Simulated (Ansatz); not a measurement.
## Run report: CH₇O₃Si, molecular dynamics (part 3 of 3)

Continued. System: CH₇O₃Si, multiplicity 2. Method: UKS BHLYP-D4/def2-SVP (Ansatz 0.2.0). It belongs to a series of runs on one base structure; here: dynamics from the highest image of the converged band.

Geometry of the input (Å):
```
Si -0.1143  -0.1905  0.1567
H  -0.0278  -0.0927  1.8070
O  1.3180  0.0595  -0.6170
H  1.7775  -0.7144  -0.9334
O  -1.1397  1.0237  -0.2650
H  -1.0884  1.3502  -1.1613
O  -0.6080  -1.6768  -0.3789
H  -1.4096  -2.0500  -0.0234
C  0.0403  0.1305  3.2598
H  -0.1870  -0.8446  3.6851
H  1.0633  0.4653  3.4155
H  -0.7170  0.8913  3.4330
```

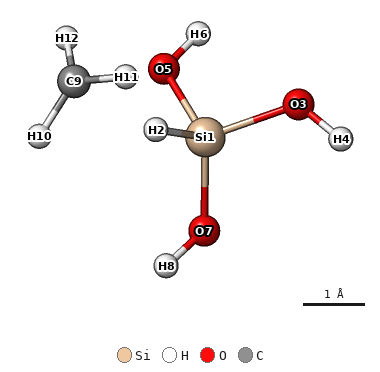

Figure 1. The geometry at step 106 of the log (ball-and-stick view, seen at a tilt; atoms are numbered from 1 in the order of the input).

## Trajectory as extended XYZ (Å, eV, eV/Å), 18 of the 201 frames kept, from step=0 to step=200
```
12
Properties=species:S:1:pos:R:3:forces:R:3 step=0 time_fs=0.0 energy=-15159.40997 temperature=100.0
Si   -0.1143   -0.1905    0.1567    0.0001   0.0001   0.0000
H    -0.0278   -0.0927    1.8070   -0.0001   0.0001   0.0002
O     1.3180    0.0595   -0.6170    0.0000  -0.0001   0.0001
H     1.7775   -0.7144   -0.9334    0.0000  -0.0001   0.0000
O    -1.1397    1.0237   -0.2650   -0.0002   0.0002  -0.0001
H    -1.0884    1.3502   -1.1613    0.0002  -0.0001   0.0000
O    -0.6080   -1.6768   -0.3789    0.0000  -0.0001   0.0000
H    -1.4096   -2.0500   -0.0234   -0.0001   0.0001   0.0001
C     0.0403    0.1305    3.2598    0.0001  -0.0002  -0.0003
H    -0.1870   -0.8446    3.6851    0.0003   0.0000   0.0000
H     1.0633    0.4653    3.4155   -0.0001   0.0003   0.0000
H    -0.7170    0.8913    3.4330   -0.0002  -0.0002   0.0001
12
Properties=species:S:1:pos:R:3:forces:R:3 step=12 time_fs=6.0 energy=-15159.35355 temperature=56.9
Si   -0.1017   -0.1898    0.1538   -0.7530  -0.7829   0.0381
H    -0.0257   -0.1864    1.8000   -0.0564   0.3350  -0.1343
O     1.3172    0.0650   -0.6154   -0.1394   0.7462   0.0748
H     1.8258   -0.6591   -0.9346    0.3235  -0.6090  -0.2078
O    -1.1455    1.0163   -0.2617    0.1706  -0.2486   0.5505
H    -1.0400    1.4208   -1.1110    0.0580   0.1817  -0.4309
O    -0.6287   -1.6807   -0.3821    1.2317   0.9330  -0.5212
H    -1.3459   -2.1289    0.0116   -0.9079  -0.4322   0.5669
C     0.0324    0.1362    3.2546   -0.0010  -0.0738   0.3368
H    -0.2225   -0.8067    3.7391    0.0115   0.0314  -0.0666
H     1.0728    0.4269    3.3795    0.0327   0.0023  -0.0216
H    -0.6772    0.9412    3.4509    0.0297  -0.0831  -0.1847
12
Properties=species:S:1:pos:R:3:forces:R:3 step=24 time_fs=12.0 energy=-15159.38274 temperature=79.1
Si   -0.0977   -0.1976    0.1515   -0.8233  -0.6139  -0.0454
H    -0.0396   -0.1829    1.7430    0.0016   0.0737  -0.4128
O     1.3206    0.0760   -0.6166    0.2784   0.0631  -0.1794
H     1.8651   -0.6434   -0.9321   -0.2031   0.0647   0.1063
O    -1.1472    1.0081   -0.2554    0.3207   0.0926  -0.0867
H    -0.9869    1.4865   -1.0702   -0.0385  -0.1518   0.1668
O    -0.6412   -1.6771   -0.3871    0.1037   0.0623   0.1500
H    -1.3080   -2.1791    0.0854    0.2730   0.3615  -0.1207
C     0.0266    0.1403    3.2586    0.3200   0.1053   0.6349
H    -0.2579   -0.7710    3.7751   -0.0549  -0.1323  -0.0657
H     1.0846    0.3873    3.3362   -0.0544  -0.0136  -0.0204
H    -0.6413    0.9794    3.4151   -0.1230   0.0885  -0.1269
12
Properties=species:S:1:pos:R:3:forces:R:3 step=35 time_fs=17.5 energy=-15159.43885 temperature=122.5
Si   -0.1025   -0.2110    0.1478   -0.3107   0.1824  -1.4607
H    -0.0507   -0.1582    1.5901    0.1322  -0.3006   0.4997
O     1.3268    0.0894   -0.6198    0.1230  -0.3901  -0.0704
H     1.8712   -0.6469   -0.9154   -0.3635   0.3577   0.1695
O    -1.1434    1.0007   -0.2488    0.2683   0.2842  -0.3154
H    -0.9414    1.5283   -1.0247   -0.1082  -0.2334   0.2266
O    -0.6469   -1.6696   -0.3920   -0.3378  -0.5990   0.4780
H    -1.2571   -2.1725    0.1671    0.5198   0.4868  -0.5092
C     0.0263    0.1469    3.2795   -0.0061   0.3679   1.2252
H    -0.3019   -0.7610    3.7820   -0.0206   0.0369  -0.1417
H     1.0913    0.3489    3.2903    0.0556  -0.0155  -0.0210
H    -0.6272    1.0172    3.3400    0.0479  -0.1774  -0.0805
12
Properties=species:S:1:pos:R:3:forces:R:3 step=47 time_fs=23.5 energy=-15159.50798 temperature=175.9
Si   -0.1110   -0.2235    0.1278    0.4818   0.7254  -0.5776
H    -0.0241   -0.2198    1.5812    0.0211  -0.2844   0.0016
O     1.3307    0.1027   -0.6221   -0.6682   0.2135   0.2409
H     1.8458   -0.6430   -0.8890    0.3141  -0.3768  -0.1872
O    -1.1350    0.9954   -0.2434   -0.1112   0.0285   0.2081
H    -0.9097    1.5499   -0.9761    0.0411   0.2471  -0.3824
O    -0.6508   -1.6661   -0.3959    0.3987  -0.2070  -0.7435
H    -1.1833   -2.1339    0.2190   -0.5593  -0.5837   0.4650
C     0.0291    0.1633    3.3328    0.2168   0.2640   0.7359
H    -0.3598   -0.7531    3.7553   -0.0119  -0.0435   0.0410
H     1.1006    0.3000    3.2394   -0.0633  -0.0190   0.1447
H    -0.6138    1.0269    3.2359   -0.0597   0.0360   0.0535
12
Properties=species:S:1:pos:R:3:forces:R:3 step=59 time_fs=29.5 energy=-15159.56070 temperature=216.7
Si   -0.1142   -0.2284    0.1003    0.6105   0.1476   0.8065
H     0.0088   -0.3635    1.5854   -0.1230   0.1053  -0.8391
O     1.3267    0.1131   -0.6225   -0.4060   0.1054  -0.0196
H     1.8369   -0.6430   -0.8789    0.2985  -0.2343  -0.1525
O    -1.1272    0.9958   -0.2397   -0.2192   0.2577   0.0863
H    -0.8930    1.5754   -0.9546    0.0079   0.1548  -0.1897
O    -0.6557   -1.6754   -0.4049    0.1049  -0.3369  -0.8350
H    -1.1422   -2.1463    0.2519   -0.3382  -0.4407   0.2932
C     0.0348    0.1875    3.4085   -0.0869   0.1754   0.5059
H    -0.4152   -0.7439    3.7335    0.0769   0.0708   0.0551
H     1.1008    0.2469    3.2326   -0.0160   0.0342   0.1754
H    -0.6027    1.0262    3.1503    0.0906  -0.0392   0.1134
12
Properties=species:S:1:pos:R:3:forces:R:3 step=71 time_fs=35.5 energy=-15159.56629 temperature=221.4
Si   -0.1111   -0.2314    0.0779   -0.2294  -0.5648  -0.7215
H     0.0152   -0.4857    1.4515    0.0735   0.2376   1.3149
O     1.3186    0.1205   -0.6258    0.5659  -0.5039  -0.5731
H     1.8623   -0.6323   -0.8873   -0.2816   0.5220   0.1378
O    -1.1228    1.0041   -0.2372    0.0113   0.5239  -0.3110
H    -0.8886    1.6102   -0.9465   -0.1237  -0.2989   0.3410
O    -0.6640   -1.6973   -0.4245   -0.5196  -0.6241   0.0580
H    -1.1193   -2.2117    0.2632    0.4824   0.5268  -0.7712
C     0.0391    0.2165    3.4981   -0.1739   0.0526   0.1348
H    -0.4512   -0.7211    3.7340    0.0335   0.0320   0.1204
H     1.0989    0.2059    3.2847    0.0800   0.0720   0.1257
H    -0.5695    1.0219    3.0998    0.0816   0.0247   0.1442
12
Properties=species:S:1:pos:R:3:forces:R:3 step=82 time_fs=41.0 energy=-15159.60301 temperature=249.5
Si   -0.1100   -0.2404    0.0547   -0.5276  -1.1570   1.5203
H     0.0270   -0.5124    1.5502   -0.1401   0.5456  -1.1204
O     1.3152    0.1248   -0.6363    0.3112   0.0110  -0.4784
H     1.8931   -0.5868   -0.8976    0.0154   0.0203   0.0041
O    -1.1200    1.0163   -0.2354    0.0916  -0.2099   0.1278
H    -0.8941    1.6313   -0.9271    0.0325   0.0078  -0.0400
O    -0.6736   -1.7200   -0.4519    0.1878   0.5437  -0.4580
H    -1.0766   -2.2585    0.2238    0.0217   0.0626  -0.0266
C     0.0406    0.2443    3.5841    0.1251  -0.1001  -0.1441
H    -0.4745   -0.6908    3.7717   -0.0253   0.0354   0.2051
H     1.1057    0.1893    3.3761   -0.0557   0.0977   0.2260
H    -0.5206    1.0311    3.0961   -0.0367   0.1430   0.1842
12
Properties=species:S:1:pos:R:3:forces:R:3 step=94 time_fs=47.0 energy=-15159.67930 temperature=308.9
Si   -0.1146   -0.2616    0.0420   -0.4673   0.0795  -0.9144
H     0.0073   -0.3956    1.4414    0.0662  -0.1423   1.1274
O     1.3170    0.1298   -0.6571   -0.5661   0.3978  -0.0733
H     1.9316   -0.5353   -0.9097    0.4377  -0.5466  -0.2012
O    -1.1149    1.0257   -0.2316    0.1246  -0.8737   0.3764
H    -0.8932    1.6449   -0.9097    0.1469   0.2607  -0.4073
O    -0.6802   -1.7343   -0.4911    0.7408   1.4140  -0.9829
H    -1.0288   -2.2916    0.1722   -0.4760  -0.6976   0.7990
C     0.0431    0.2727    3.6744   -0.1069  -0.0360  -0.2159
H    -0.5057   -0.6429    3.8751    0.0069   0.1125   0.1273
H     1.1149    0.2002    3.5423    0.0900   0.0439   0.1458
H    -0.4719    1.0761    3.1548    0.0031  -0.0122   0.2191
12
Properties=species:S:1:pos:R:3:forces:R:3 step=106 time_fs=53.0 energy=-15159.72871 temperature=346.6
Si   -0.1241   -0.2829    0.0251    0.3557   0.8999   0.7652
H    -0.0052   -0.3059    1.5247   -0.0450  -0.4399  -0.7612
O     1.3162    0.1337   -0.6835   -0.3970  -0.3420  -0.0534
H     1.9722   -0.5155   -0.9284   -0.2059   0.0233   0.0571
O    -1.1056    1.0237   -0.2269    0.1694  -0.4067  -0.2867
H    -0.8770    1.6445   -0.9186   -0.0240  -0.2167   0.0768
O    -0.6799   -1.7332   -0.5359    0.0865   0.1510   0.2931
H    -1.0039   -2.3383    0.1362    0.0695   0.2411  -0.3204
C     0.0460    0.2994    3.7598    0.1889  -0.0473   0.0800
H    -0.5406   -0.5697    4.0248   -0.0416  -0.0167   0.0694
H     1.1294    0.2290    3.7599   -0.1017   0.0388   0.0482
H    -0.4324    1.1370    3.2751   -0.0548   0.1151   0.0318
12
Properties=species:S:1:pos:R:3:forces:R:3 step=118 time_fs=59.0 energy=-15159.77823 temperature=385.1
Si   -0.1298   -0.2939    0.0136    0.7088   0.7581   0.1929
H    -0.0229   -0.3581    1.4738    0.0548  -0.3766   0.0099
O     1.3053    0.1325   -0.7105   -0.0663  -0.6618  -0.0656
H     1.9778   -0.5189   -0.9404   -0.5714   0.3542   0.1779
O    -1.0936    1.0112   -0.2258   -0.0096   0.1222  -0.5799
H    -0.8573    1.6086   -0.9419   -0.1338  -0.3308   0.2913
O    -0.6754   -1.7240   -0.5797   -0.2597  -0.6437   0.5679
H    -0.9922   -2.3761    0.0688    0.2825   0.7313  -0.7172
C     0.0513    0.3253    3.8464   -0.0346   0.0261   0.1944
H    -0.5801   -0.4864    4.1938    0.0496   0.0762  -0.0480
H     1.1245    0.2705    3.9957   -0.0809   0.0277  -0.0454
H    -0.3994    1.2146    3.4189    0.0605  -0.0830   0.0218
12
Properties=species:S:1:pos:R:3:forces:R:3 step=129 time_fs=64.5 energy=-15159.81306 temperature=411.9
Si   -0.1278   -0.2963    0.0049    0.5055  -0.1800  -0.1771
H    -0.0240   -0.5183    1.4266    0.1075   0.0108   0.5540
O     1.2866    0.1260   -0.7340   -0.5051   0.2097   0.1560
H     1.9338   -0.5294   -0.9407    0.2831  -0.3816  -0.1160
O    -1.0841    0.9969   -0.2300   -0.4052  -0.0606   0.1686
H    -0.8519    1.5512   -0.9617    0.0373   0.2845  -0.3334
O    -0.6704   -1.7155   -0.6200    0.3347   0.6867  -0.8989
H    -0.9852   -2.3730   -0.0317   -0.3558  -0.5917   0.5904
C     0.0560    0.3498    3.9308   -0.0148   0.1306   0.3114
H    -0.6105   -0.3986    4.3399   -0.0388  -0.0651  -0.0678
H     1.1039    0.3153    4.1994    0.0695  -0.0332  -0.0762
H    -0.3591    1.2748    3.5523   -0.0180  -0.0101  -0.1111
12
Properties=species:S:1:pos:R:3:forces:R:3 step=141 time_fs=70.5 energy=-15159.75242 temperature=365.2
Si   -0.1201   -0.3015   -0.0038   -0.0220  -1.0949   1.2464
H     0.0030   -0.6692    1.4777   -0.0382   0.6451  -0.9194
O     1.2628    0.1173   -0.7587    0.1778   0.2937  -0.0158
H     1.8842   -0.5690   -0.9490    0.3405  -0.3011  -0.1514
O    -1.0805    0.9845   -0.2367   -0.4176   0.1439   0.2514
H    -0.8603    1.5087   -0.9986   -0.0039   0.1868  -0.1485
O    -0.6636   -1.7040   -0.6724    0.2313   0.5001  -0.7044
H    -1.0042   -2.3762   -0.1087   -0.2664  -0.3864   0.4141
C     0.0610    0.3801    4.0320    0.0839   0.2205   0.5340
H    -0.6474   -0.3155    4.4715    0.0269  -0.0539  -0.1541
H     1.0881    0.3534    4.3931   -0.1027  -0.0845  -0.1854
H    -0.3168    1.3277    3.6642   -0.0098  -0.0694  -0.1669
12
Properties=species:S:1:pos:R:3:forces:R:3 step=153 time_fs=76.5 energy=-15159.75389 temperature=366.7
Si   -0.1128   -0.3177   -0.0025   -0.6452   0.0881  -1.4679
H     0.0280   -0.6448    1.3579    0.1010   0.0070   1.4583
O     1.2483    0.1087   -0.7854    1.1154  -0.4695  -0.2414
H     1.8558   -0.6136   -0.9801   -0.2706   0.4969   0.0003
O    -1.0846    0.9770   -0.2412   -0.0948   0.2244  -0.0773
H    -0.8844    1.4878   -1.0327   -0.1117  -0.2428   0.4159
O    -0.6564   -1.6911   -0.7325   -0.4327  -0.8225   0.5334
H    -1.0464   -2.3734   -0.1621    0.3407   0.7168  -0.6152
C     0.0658    0.4170    4.1467   -0.2683   0.2645   0.2751
H    -0.6805   -0.2549    4.5557    0.0184  -0.0888  -0.1063
H     1.0713    0.3638    4.5366    0.1965  -0.0723  -0.0541
H    -0.2754    1.3562    3.7221    0.0512  -0.1018  -0.1208
12
Properties=species:S:1:pos:R:3:forces:R:3 step=165 time_fs=82.5 energy=-15159.80290 temperature=404.2
Si   -0.1120   -0.3345   -0.0111   -0.1454   0.5091   0.3556
H     0.0631   -0.5729    1.4924   -0.2327   0.1023  -1.1199
O     1.2495    0.0978   -0.8144    0.6377  -0.3965   0.0386
H     1.8450   -0.6182   -1.0464   -0.1585   0.3160  -0.0062
O    -1.0924    0.9694   -0.2405    0.0174  -0.2219   0.2632
H    -0.9201    1.4628   -1.0423   -0.0257  -0.0897   0.1299
O    -0.6505   -1.6819   -0.7912   -0.2342  -0.5129   0.7223
H    -1.0966   -2.3420   -0.2516    0.1446   0.2941  -0.3737
C     0.0665    0.4604    4.2707    0.0314   0.0701   0.1601
H    -0.7058   -0.2222    4.6044    0.0341  -0.0385  -0.0286
H     1.0801    0.3524    4.6473   -0.1170  -0.0031  -0.0928
H    -0.2205    1.3585    3.7371    0.0483  -0.0289  -0.0485
12
Properties=species:S:1:pos:R:3:forces:R:3 step=176 time_fs=88.0 energy=-15159.81826 temperature=416.2
Si   -0.1133   -0.3442   -0.0196    0.1330   0.8744  -1.4099
H     0.0428   -0.4942    1.4137   -0.0271  -0.3610   0.2962
O     1.2591    0.0844   -0.8389   -0.4742   0.3784   0.6126
H     1.8428   -0.5938   -1.1298    0.4047  -0.5176  -0.2545
O    -1.0997    0.9576   -0.2334   -0.0246  -0.4769   0.6447
H    -0.9558    1.4321   -1.0393    0.0260   0.2446  -0.4131
O    -0.6460   -1.6773   -0.8364    0.6788   0.6806   0.0620
H    -1.1531   -2.3104   -0.3734   -0.7124  -0.8191   0.4844
C     0.0658    0.5028    4.3876   -0.1001   0.0591  -0.1342
H    -0.7177   -0.2025    4.6379    0.0323   0.0201   0.0165
H     1.0778    0.3367    4.7290    0.0523  -0.0176   0.0410
H    -0.1548    1.3441    3.7389    0.0113  -0.0649   0.0541
12
Properties=species:S:1:pos:R:3:forces:R:3 step=188 time_fs=94.0 energy=-15159.83514 temperature=428.7
Si   -0.1131   -0.3457   -0.0442    0.3479   0.1517  -0.9106
H     0.0117   -0.5155    1.4072    0.0590  -0.2841  -0.0592
O     1.2686    0.0689   -0.8575   -0.1087  -0.0261   0.4151
H     1.8427   -0.5918   -1.2372   -0.1956  -0.0169   0.0882
O    -1.1076    0.9403   -0.2199   -0.0640   0.2423  -0.1518
H    -1.0061    1.4070   -1.0514   -0.1026  -0.0744   0.2047
O    -0.6388   -1.6734   -0.8750   -0.1329  -0.3258   0.5193
H    -1.2596   -2.3049   -0.5076    0.2016   0.3372  -0.0805
C     0.0640    0.5500    4.5121    0.0647  -0.0905  -0.2965
H    -0.7223   -0.1760    4.6813   -0.0216   0.0426   0.0810
H     1.0743    0.3183    4.8266   -0.0047   0.0233   0.0993
H    -0.0810    1.3134    3.7550   -0.0430   0.0207   0.0909
12
Properties=species:S:1:pos:R:3:forces:R:3 step=200 time_fs=100.0 energy=-15159.80681 temperature=407.4
Si   -0.1093   -0.3454   -0.0805    0.1592  -0.6538   0.3991
H     0.0022   -0.6251    1.4016    0.0543   0.1466  -0.8225
O     1.2754    0.0541   -0.8666    0.4587  -0.2821  -0.0867
H     1.7952   -0.6132   -1.3311   -0.4941   0.3853   0.3957
O    -1.1170    0.9257   -0.2058   -0.1787   0.5500  -0.3864
H    -1.0855    1.3885   -1.0497   -0.0736  -0.1569   0.4144
O    -0.6303   -1.6726   -0.9045   -0.7515  -0.7902   0.2549
H    -1.3671   -2.2488   -0.6401    0.8301   0.8057  -0.1437
C     0.0643    0.5941    4.6284    0.2088  -0.3581  -0.3513
H    -0.7321   -0.1326    4.7522   -0.0428   0.0928   0.1382
H     1.0630    0.3101    4.9550   -0.1396   0.1368   0.0888
H    -0.0200    1.2909    3.8016   -0.0307   0.1239   0.0995
```

## Results in brief

- outcome: finished
- mean temperature over the second half: 388 K
- trajectory: 200 steps, 100 fs
- ensemble: nve
- temperature in the input: 100.0 K
- time step: 0.5 fs
- potential energy (last step): −15159.8070 eV
- mean-field energy (last step): −15159.6154 eV
- ⟨S²⟩ (last step): 0.754
- largest force (length of the vector) (last step): 1.166 eV/Å
- wall time: 3.1 min (CPU time 12 min)
- peak memory: 0.34 GiB

## Remarks

So short a trajectory is not equilibrated.
